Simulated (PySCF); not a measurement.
**F$_{6}$Mo, SMILES `F[Mo](F)(F)(F)(F)F`: what the electrons do**

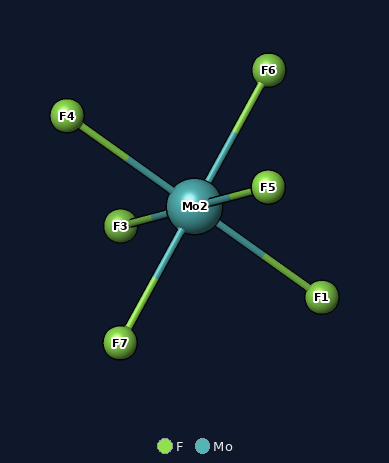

The molecule, with its atoms numbered as below. No frequency check shows the geometry to be a minimum.

Cartesian coordinates (Å):

```
F1       1.0832   -0.6577   -1.1874
Mo2     -0.0000    0.0000   -0.0000
F3      -1.1157    0.4341   -1.2580
F4      -1.0832    0.6577    1.1874
F5       1.1157   -0.4340    1.2581
F6       0.7733    1.5475   -0.1518
F7      -0.7733   -1.5475    0.1517
```

## 1. Bonding charge

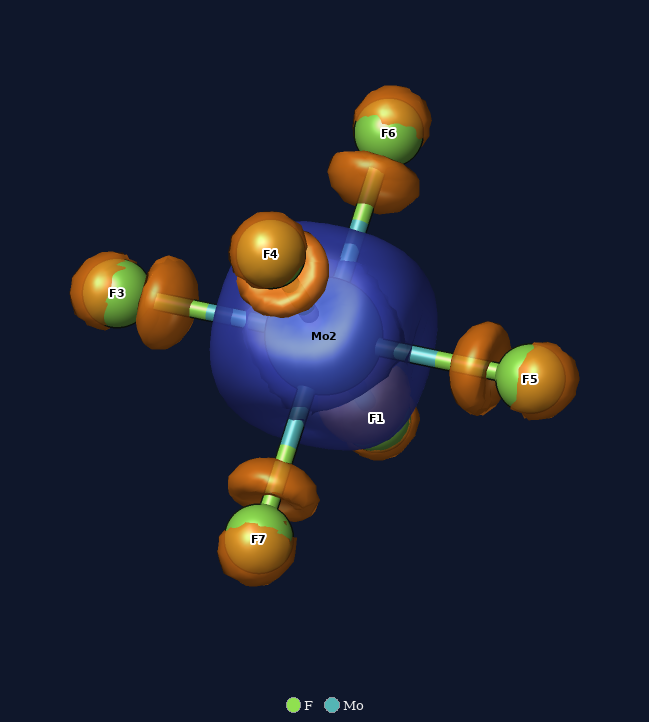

Deformation density (molecule less spherical, spin-averaged free atoms at the same positions), surfaces at ±0.2 e/Å³; orange: gain, blue: loss.

Method: PBE0/def2-SVP; geometry: GFN2-xTB; program: PySCF. Core potentials replace the inner electrons of Mo; spin–orbit coupling isn't included. This is a single-reference result, which may miss multireference character in this system.

**How much density has each bond gained at its critical point, relative to the free atoms?**

Mo2–F3, Mo2–F4, Mo2–F7, Mo2–F6 and 2 more like them: −0.02 e/Å³ at the bond critical point (bond length 1.74 Å, Mayer order 1.0); up to 0.6 Å beside the axis the gain reaches +0.24 e/Å³. In all, 1.4 electrons gather in the regions of gain relative to the promolecule. A small or negative value marks a very polar bond, one between electron-rich atoms, whose free-atom densities already overlap strongly, a long bond to a heavier atom, or a closed-shell contact such as a hydrogen bond.

**Where do the Hirshfeld charges lie?**

The highest Hirshfeld charge is on Mo2 (+1.03 e), the lowest on F1, F3, F4, F5, F6 and F7 (−0.17 e).

## 2. Bond critical points

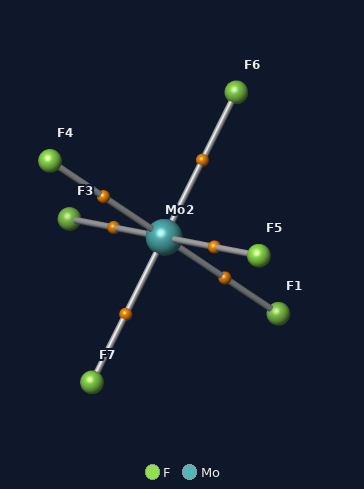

Molecular graph of the electron density (QTAIM): bond paths, bond critical points (orange), ring points (yellow, if any); weak paths are dashed.

**How many critical points of each kind are there, and does the count close?**

7 nuclei, 6 bond, 0 ring and 0 cage critical points: 7 − 6 + 0 − 0 = 1, as the Poincaré–Hopf relation requires.

**What does the calculation give at each kind of bond critical point?**

```
            bond  length (Å)  ρ (a.u.)  ∇²ρ (a.u.)     ε  H (a.u.)
Mo2–F3 (6 alike)       1.737     0.209       +1.18  0.00    −0.085
```

**What kind of interaction is Mo2–F3?**

Polar or intermediate (positive Laplacian, negative energy density H): ρ = 0.209, ∇²ρ = +1.18, H = −0.085 a.u.

## 3. Local ionisation energy

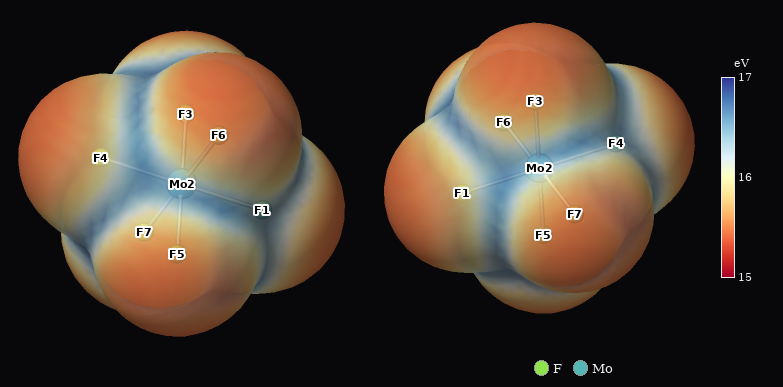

Average local ionisation energy on the surface of electron density 0.001 a.u. (back view left, front view right).

**Locate the minima of the map.**

The lowest value is 15.4 eV, 1.6 Å from F5, and at like points elsewhere. For comparison, the highest occupied orbital lies at −12.8 eV.

**What volume does the surface enclose, and what is the dipole moment?**

About 94 Å³; the dipole moment is 0.0 D.

## 4. In an electric field

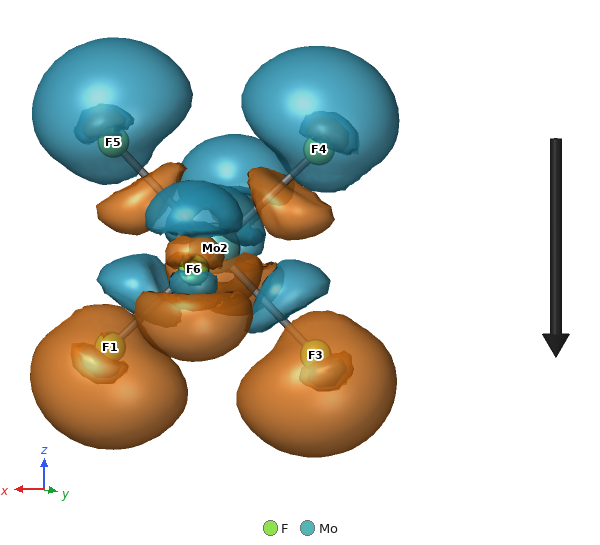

Change of the electron density in a uniform field of 0.51 V/Å along −z (arrow), surfaces at ±0.003 e/Å³ (light blue: gain, orange: loss).

Computed with PySCF, B3LYP/def2-SVPD, geometry: GFN2-xTB. Core potentials replace the inner electrons of Mo; spin–orbit coupling isn't included. This is a single-reference result, which may miss multireference character in this system.

**What dipole is induced, and what polarisability does it imply?**

The induced dipole is 1.11 D (along the field); α along this axis, from the fields in both directions, is 44 bohr³ (6.5 Å³).

**Which atoms gain and lose the most charge?**

Electrons gather most on F4 and F5 alike (Hirshfeld charge changes by −0.025 e) and leave F1 and F3 alike most (+0.026 e); 0.098 electrons are displaced in all.

## 5. Localised orbitals

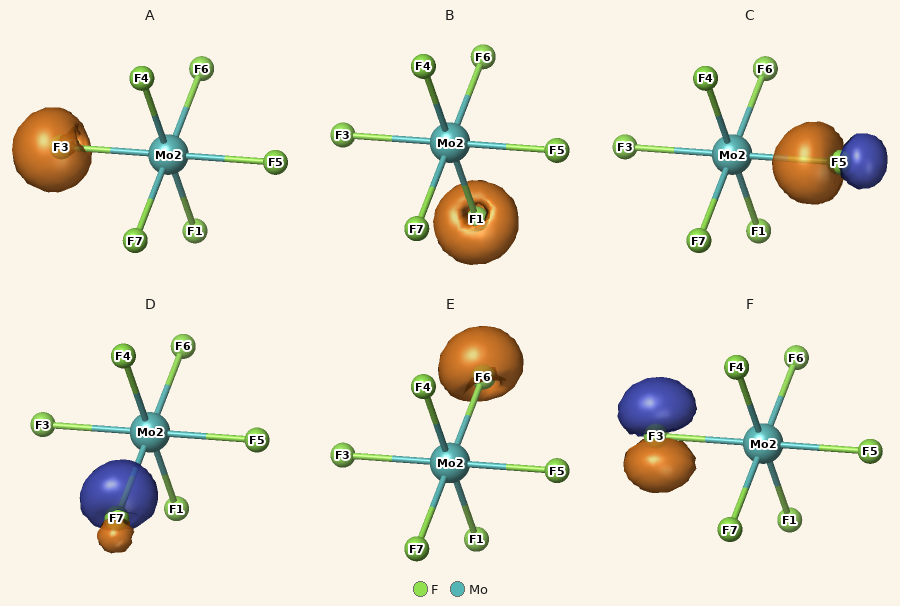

Pipek–Mezey orbitals, occupied; each surface holds about 70 % of the orbital's density. Energies are diagonal elements of the Fock matrix.

PySCF calculation, PBE0/def2-SVP, gas phase; geometry: GFN2-xTB. Core potentials replace the inner electrons of Mo; spin–orbit coupling isn't included. This is a single-reference result, which may miss multireference character in this system.

**Name the orbitals, with their atomic make-up and energies.**

By panel:
- A: lone pair on F3 (s-type) (F3 98 %; −30.6 eV)
- B: lone pair on F1 (s-type) (F1 98 %; −30.0 eV)
- C: pair mostly on F5, shared in part with Mo2 (F5 87 %, Mo2 12 %; −18.9 eV)
- D: pair mostly on F7, shared in part with Mo2 (F7 86 %, Mo2 13 %; −21.9 eV)
- E: lone pair on F6 (s-type) (F6 98 %; −28.2 eV)
- F: lone pair on F3 (p-type) (F3 93 %, Mo2 6 %; −14.6 eV)

The PySCF runs shown took 13 s, 47 s and 13 s on 1 thread of Intel(R) Xeon(R) Platinum 8259CL CPU @ 2.50GHz (Skylake/Cascade Lake) (shared host).
